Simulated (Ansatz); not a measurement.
# Bi2Te3 (Tellurobismuthite): G0W0 under other settings

Aim: change settings of a G0W0 run on Bi2Te3 (Tellurobismuthite) and see what moves.

Program: Ansatz 0.2.0. Level of theory: G0W0 on PBE, plane waves, PAW. Results are calculated unless marked as measured.

## (1) Set-up

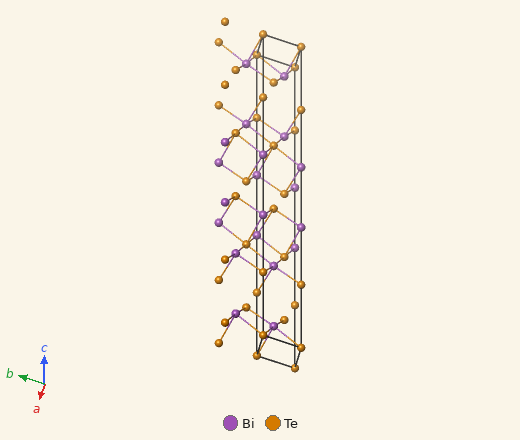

The starting structure, seen from a free direction (bismuth purple, tellurium orange). 1×2×1 cells are drawn. This picture shows the conventional cell, with its axes. Bonds to atoms that aren't drawn are left out. Some periodic images of atoms are drawn too.

The cell and positions come from the Crystallography Open Database and are kept as given unless a step says otherwise. Spin-orbit coupling is left out unless a step names it. The default PAW set here is soft_2. Its files were made with PBE.

## (2) The base run: 4×4×4 mesh, 328 empty bands, screening to 90 eV

Now the one-shot GW correction: screening in the RPA, then the self-energy of the levels asked for.

The input, input.yaml:

```yaml
crystal:
  lattice:
    - [2.193, 1.2661291403, 10.1656666667]
    - [-2.193, 1.2661291403, 10.1656666667]
    - [0.0, -2.5322582807, 10.1656666667]
  atoms:
    - { symbol: Bi, position: [0.4, 0.4, 0.4] }
    - { symbol: Bi, position: [0.6, 0.6, 0.6] }
    - { symbol: Te, position: [0.0, 0.0, 0.0] }
    - { symbol: Te, position: [0.2095, 0.2095, 0.2095] }
    - { symbol: Te, position: [0.7905, 0.7905, 0.7905] }
kpoints:
  mp_grid: { grid: [4, 4, 4] }
hamiltonian:
  xc: pbe
scf:
  occupations: { method: fixed }
gw:
  n_empty_bands: 328
  ecut_chi: 90.0
  qp_bands: [v2, c2]
  qp_kpoints: band_edges
  screening: { model: contour_deformation }
```

Launch:

```bash
> ansatz run input.yaml --threads 3 --pin off --max-ram 64512MiB --backend cuda --events-out ev --progress --plain --runs-dir out --devices 1 --max-vram 24GiB  # rebuilt from the run's record
```

Numbers of over 12 decimals in the logs are rounded to 6 here.

Log:

```text
GPUs: using 1 of 1 available (devices: 1).
Engine: ansatz 0.2.0, x86_64-unknown-linux-gnu
Pseudopotentials: kind: paw
Pseudopotential: Bi, paw, valence charge 15, recommended cutoff 420 eV (normal), Bi.paw.azcp
Pseudopotential: Te, paw, valence charge 16, recommended cutoff 420 eV (normal), Te.paw.azcp
Functional definition: PBE
  parameter kappa = 0.804
  parameter beta = 0.066725
  exchange = pbe_x(kappa = kappa, mu = beta*pi^2/3)
  correlation = pbe_c(beta = beta)
device memory: the entry about to start is reckoned to put 4.8 GiB on a device that reports 68.7 GiB free (of which the cap on the GPU budget leaves the run 24.0 GiB)
GPU FFT provider: cuFFT
GPU libraries: cuBLAS 13.8.2, cuFFT 12.4.0, cuSOLVER 12.3.4
Crystal: 5 atoms, lattice volume = 169.357 Å³
Basis set: ecut = 420 eV, 3345 PW (Γ)
Bands: 47, of which v1, the nominal top of the filled ones, is band 39 counted from 1 (38 counted from 0)
Symmetry: 12 space group operations
Space group: R-3m (ITA 166), of the structure as read, at distance tolerance 5.5e-5 Å
k-points: 13 of 64
Non-local potential: Bi, projectors of the file, l = 0: 2, l = 1: 2, l = 2: 2, l = 3: 2
Non-local potential: Te, projectors of the file, l = 0: 2, l = 1: 2, l = 2: 2, l = 3: 2
PAW form: soft (Blöchl's): semilocal exchange-correlation on the pseudo side does not see the compensation charge
PAW one-centre angular grid: Bi, 590 points (default); XC on 64 Gauss nodes
PAW one-centre angular grid: Te, 590 points (default); XC on 64 Gauss nodes
Initial density: superposition of atomic densities (neutral atoms: chi_scale 0, normalization atom), corrected by the library's trained network
Initial wavefunctions: pseudopotential atomic-orbital guess
GPU buffer pool allocated for 373248 grid points (all kernels)
GPU transforms: local potential and band sums: pruned to the plane-wave sphere, on 72×72×72
Functional: x = pbe(κ = 0.804, μ = 0.219515), c = pbe(β = 0.066725)
SCF iter   1: F=—  HF=-45734.113925 eV  |F-HF|=—  |Δ(HF+E_count)|=         —  Δρ=1.01e-3  dr2=2.67e-3  ethr=1.77e-3  ⟨swp⟩=5.2  Hψ=2030  notcnv=0  defer=71
preconditioner: auto → Resta (q_TF=auto, 2.398 Å⁻¹)  ε∞=4.2  [insulator: Δε(μ)=0.295 eV  Ē_g=8.431 eV  n_scr=42 (ndim 8)  ℏωp=15.1 eV  f_vac=0.015  ε∞_Penn≈4.2]
SCF iter   2: F=—  HF=-45734.110771 eV  |F-HF|=—  |Δ(HF+E_count)|=   3.15e-3  Δρ=5.24e-4  dr2=5.06e-4  ethr=3.43e-6  ⟨swp⟩=2.9  Hψ=1308  notcnv=0  defer=76
SCF iter   3: F=—  HF=-45734.110949 eV  |F-HF|=—  |Δ(HF+E_count)|=   1.78e-4  Δρ=2.10e-4  dr2=7.17e-5  ethr=6.48e-7  ⟨swp⟩=2.0  Hψ=920  notcnv=0  defer=75
SCF iter   4: F=—  HF=-45734.111007 eV  |F-HF|=—  |Δ(HF+E_count)|=   5.82e-5  Δρ=7.22e-5  dr2=1.24e-5  ethr=9.20e-8  ⟨swp⟩=2.0  Hψ=769  notcnv=0  defer=62
[...]
--- Band table (eV; the first three rows and the last of 13) ---
  k-point 0: bands = [... 35 lower, 7.6072, 8.4498, 8.4498, 9.3148, 9.6120, 9.9675, 9.9675, 11.2870, ... 4 higher]
  k-point 1: bands = [... 35 lower, 7.2935, 8.3348, 8.4376, 8.7001, 10.3347, 10.7445, 10.7789, 11.8306, ... 4 higher]
  k-point 2: bands = [... 35 lower, 6.4065, 6.9024, 8.4003, 8.8063, 9.8946, 10.3731, 12.0634, 12.1010, ... 4 higher]
  k-point 12: bands = [... 35 lower, 7.9025, 8.1598, 8.1598, 8.8749, 10.1603, 10.4495, 10.4495, 10.9607, ... 4 higher]
--- G₀W₀: contour deformation, 8 samples at zero and on the imaginary axis and 1 off it, 64 q-points, 328 empty bands' worth ---
  eigenvalues of the whole cell's RPA ε∞ on this k-mesh (on a slab, of 1 + 4πα/V) = 47.4185, 47.4185, 54.4552; static W/v taken at q = 0 is 0.022292
  bands read: the sum over 367 bands ends inside a degenerate multiplet in 1 slot, whose members it reads at an even weight; the widest, k=0: bands 367 to 368 (counted from 1) at 1/2 each
  gw.qp_kpoints: band_edges: 8 of 13 stored k-points solved, in 1 pass; an edge of the gap read off the rows below is read off those points alone
    valence top: of the k-points left out ik 1 came nearest to being solved in a further pass, in band 39 (counted from 1, as in the quasiparticle table): it holds the edge there only if its correction is more favourable than any solved in that band by at least 0.598 eV; those differ by 0.121 eV
    conduction bottom: of the k-points left out ik 1 came nearest to being solved in a further pass, in band 40 (counted from 1, as in the quasiparticle table): it holds the edge there only if its correction is more favourable than any solved in that band by at least 0.690 eV; those differ by 0.069 eV
  `?` marks the rows in doubt; gw_qp.tsv's column doubts and the gw_qp event give each row's grounds
    ik  band        ε_KS         Σx   Σc(E_QP)       V_xc       Z   E_QP_lin       E_QP  E_QP is
     0    38      8.4498   -15.3293     1.1675   -13.8783  0.7394     8.1708     8.1663  root ?
     0    39      9.3148   -14.6093     0.1118   -14.3399  0.7533     9.1573     9.1573  root
     0    40      9.6120   -10.0424    -2.7897   -12.8399  0.7710     9.6198     9.6198  root
     0    41      9.9675   -10.0316    -2.8642   -12.8830  0.7595     9.9547     9.9547  root
     2    38      8.4003   -15.2981     1.1571   -13.8473  0.7390     8.1171     8.1066  root ?
     2    39      8.8063   -14.7723     0.5218   -14.0409  0.7504     8.5966     8.5966  root
     2    40      9.8946    -9.8159    -2.9068   -12.7273  0.7693     9.8992     9.8992  root
     2    41     10.3731    -9.9764    -2.9426   -12.9172  0.7577    10.3713    10.3713  root
     5    38      7.5378   -14.3934     1.2963   -12.8380  0.7334     7.2796     7.2788  root
     5    39      8.8376   -15.2386     0.7207   -14.2995  0.7488     8.6194     8.6193  root
[...]
6    38      7.7669   -15.1143     1.5931   -13.2243  0.7151     7.4794     7.4701  root ?
[...]
12    38      8.1598   -15.2913     1.3875   -13.6238  0.7287     7.8826     7.8798  root
    12    39      8.8749   -14.5522     0.3791   -14.0205  0.7489     8.7220     8.7222  root
    12    40     10.1603   -10.2181    -3.0192   -13.2340  0.7502    10.1569    10.1569  root
    12    41     10.4495   -10.2434    -3.0906   -13.3376  0.7449    10.4531    10.4531  root
[key lines of the parts left out:]
SCF converged after 7 iterations
Free energy (F): -45734.111013 eV
Fermi energy:    9.314846 eV
```

Elapsed: 45 s, on 1 × NVIDIA H100 80GB HBM3 (shared by 3 runs) with 3 threads of AMD EPYC 7R13 (Zen 3), shared host; peak memory 1.7 GiB.

Numbers from this step:

```yaml
bands_summed: 367
rpa_eps_infinity_on_this_mesh_eigenvalues: 47.42, 47.42, 54.46
plane_waves_in_the_screening_matrix: 339
q_points_in_the_mesh: 64
g0w0_gap_on_the_mesh: 0.4625 eV
k_of_the_valence_top: 0, 0, 0
k_of_the_conduction_bottom: 0, 0, 0
starting_gap_on_the_mesh: 0.2971 eV
z_at_the_valence_top: 0.7533
z_at_the_conduction_bottom: 0.7710
least_direct_g0w0_gap_on_the_computed_points: 0.4625 eV
```

The gap on the mesh goes from 0.30 eV to 0.46 eV, a correction of +0.17 eV. Between the two edge states, bare exchange in place of the xc potential would open the gap by 3.07 eV, and correlation takes back 2.90 eV.

## (3) Variant: low screening cutoff

input.yaml, as its differences from that of step 2:

```diff
@@ -18,4 +18,4 @@
 gw:
-  n_empty_bands: 328
-  ecut_chi: 90.0
+  n_empty_bands: 505
+  ecut_chi: 25
   qp_bands: [v2, c2]
```

Log:

```text
GPUs: using 1 of 1 available (devices: 1).
[...]
GPU FFT provider: cuFFT
GPU libraries: cuBLAS 13.8.2, cuFFT 12.4.0, cuSOLVER 12.3.4
Crystal: 5 atoms, lattice volume = 169.357 Å³
Basis set: ecut = 420 eV, 3345 PW (Γ)
Bands: 47, of which v1, the nominal top of the filled ones, is band 39 counted from 1 (38 counted from 0)
[... 1 set-up line as in the run before ...]
[...]
k-points: 13 of 64
[...]
GPU buffer pool allocated for 373248 grid points (all kernels)
[...]
SCF iter   1: F=—  HF=-45734.113925 eV  |F-HF|=—  |Δ(HF+E_count)|=         —  Δρ=1.01e-3  dr2=2.67e-3  ethr=1.77e-3  ⟨swp⟩=5.2  Hψ=2030  notcnv=0  defer=71
[...]
SCF iter   7: F=-45734.111013 eV  HF=-45734.111013 eV  |F-HF|=1.02e-10  |Δ(HF+E_count)|=   2.63e-7  Δρ=2.79e-6  dr2=1.35e-8  ethr=1.28e-10  ⟨swp⟩=11.3  Hψ=2739  notcnv=0
SCF 1 converged in 7 iterations: F = -45734.111013 eV  dr2 = 1.35e-8
[...]
NSCF: frozen V_eff on 13 k-points
[...]
G₀W₀ screening: q 1/13
[... further progress lines ...]
[...]
SCF converged after 7 iterations
Free energy (F): -45734.111013 eV
[...]
Internal energy: -45734.111013 eV  (E = F + TS)
E sigma→0 (E₀):  -45734.111013 eV
Fermi energy:    9.314846 eV
[...]
--- Band table (eV; the first three rows and the last of 13) ---
  k-point 0: bands = [... 35 lower, 7.6072, 8.4498, 8.4498, 9.3148, 9.6120, 9.9675, 9.9675, 11.2870, ... 4 higher]
  k-point 1: bands = [... 35 lower, 7.2935, 8.3348, 8.4376, 8.7001, 10.3347, 10.7445, 10.7789, 11.8306, ... 4 higher]
  k-point 2: bands = [... 35 lower, 6.4065, 6.9024, 8.4003, 8.8063, 9.8946, 10.3731, 12.0634, 12.1010, ... 4 higher]
  k-point 12: bands = [... 35 lower, 7.9025, 8.1598, 8.1598, 8.8749, 10.1603, 10.4495, 10.4495, 10.9607, ... 4 higher]
[...]
0    38      8.4498   -15.3293     1.5571   -13.8783  0.7530     8.5556     8.5559  root
     0    39      9.3148   -14.6093     0.4954   -14.3399  0.7664     9.5406     9.5409  root
     0    40      9.6120   -10.0424    -2.5512   -12.8399  0.7803     9.8568     9.8583  root
     0    41      9.9675   -10.0316    -2.5751   -12.8830  0.7707    10.2395    10.2438  root
     2    38      8.4003   -15.2981     1.5499   -13.8473  0.7525     8.4993     8.4994  root
     2    39      8.8063   -14.7723     0.8928   -14.0409  0.7636     8.9674     8.9675  root
     2    40      9.8946    -9.8159    -2.6572   -12.7273  0.7792    10.1469    10.1488  root
     2    41     10.3731    -9.9764    -2.6449   -12.9172  0.7688    10.6568    10.6690  root ?
     5    38      7.5378   -14.3934     1.5830   -12.8380  0.7446     7.5654     7.5654  root
[...]
7    41     10.1661   -10.1328    -2.6364   -13.0655  0.7649    10.4515    10.4624  root ?
[...]
11    40     10.4636    -9.7587    -2.7992   -12.8345  0.7711    10.7358    10.7402  root
    11    41     10.4927    -9.8909    -2.6942   -12.8803  0.7719    10.7752    10.7879  root ?
    12    38      8.1598   -15.2913     1.7518   -13.6238  0.7417     8.2439     8.2441  root
    12    39      8.8749   -14.5522     0.7304   -14.0205  0.7608     9.0728     9.0736  root
    12    40     10.1603   -10.2181    -2.7264   -13.2340  0.7623    10.4408    10.4498  root ?
    12    41     10.4495   -10.2434    -2.7902   -13.3376  0.7564    10.7576    10.7536  root
```

Run time: 89 s. Hardware: 1 × NVIDIA H100 80GB HBM3 (shared by 3 runs) with 3 threads; peak memory 1.8 GiB.

Against the base:

| setting | base | variant |
| --- | --- | --- |
| empty bands | 328 | 505 |
| screening cutoff (eV) | 90.0 | 25 |

| quantity | variant | base |
| --- | --- | --- |
| starting gap on the mesh | 0.297 | 0.297 |
| G0W0 gap on the mesh | 0.317 | 0.463 |
| least direct G0W0 gap on the computed points | 0.317 | 0.463 |
| Z at the valence top | 0.766 | 0.753 |
| Z at the conduction bottom | 0.780 | 0.771 |

## (4) Outcome

* base: 0.46 eV, 45 s
* low screening cutoff: 0.32 eV, 89 s

**Reading.** Low screening cutoff: the gap moves by −0.15 eV; such settings are too crude to quote. The variant differs from the base in empty bands and screening cutoff together, so the change can't be laid to one of them. All runs here use a coarse mesh and modest cutoffs; they test settings and are not final values. Where an edge is built on 6p states of lead, bismuth or thallium, scalar-relativistic gaps usually stand too wide, by a few tenths to over one eV. With atoms this heavy and so narrow a gap, spin-orbit coupling can invert the bands. These scalar-relativistic gaps are then model values, not to be set against experiment, and a spin-orbit change taken from DFT can't simply be added. The RPA ε∞ on this mesh reaches over 25; with a narrow direct gap a coarse mesh can overstate it, and the correction is then too small.

[Paths, hosts, dates, memory and timing lines, banners, echoed tables and standing remarks are left out of the program output.]

[Logs are printed without paths, hosts, clocks, repeated set-up lines and the standing remarks that a program may print on its own settings, such as how far it seeks lower states.]

[Runs of the session that timed out or met a known fault of the program may be left out.]

[Cells called generated may have been cut or substituted from an entry of the Crystallography Open Database or the Materials Project.]

[Hosts, paths, dates, database ids (printed as entryN), source tags and the programs' standing remarks are cut or masked in the printed files.]
